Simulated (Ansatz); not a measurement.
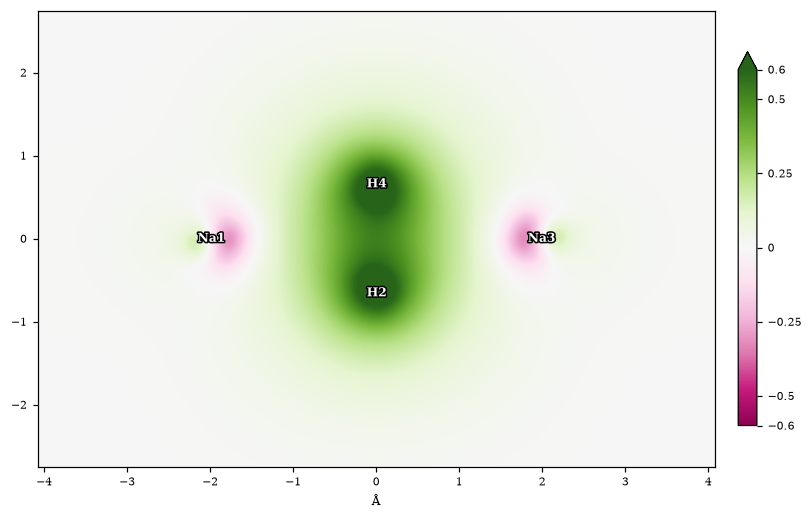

*H$_{2}$Na$_{2}$ (charge +1, doublet). The HOMO (β) on the molecular plane (values in Å⁻³ᐟ²; the overall sign is arbitrary).*

Geometry: PBE0-D4/def2-TZVP.

Method: UKS PBE0-D4/def2-TZVP (Ansatz 0.2.0).

**What is the character of this orbital?**

Its weight (Hirshfeld) is mainly on H2 (about 40 %), H4 (about 40 %), Na1 (about 10 %) and Na3 (about 10 %); it is symmetric in the molecular plane (an in-plane orbital: σ, lone-pair or in-plane π type); it is gerade (even under inversion). Its energy is −13.09 eV.
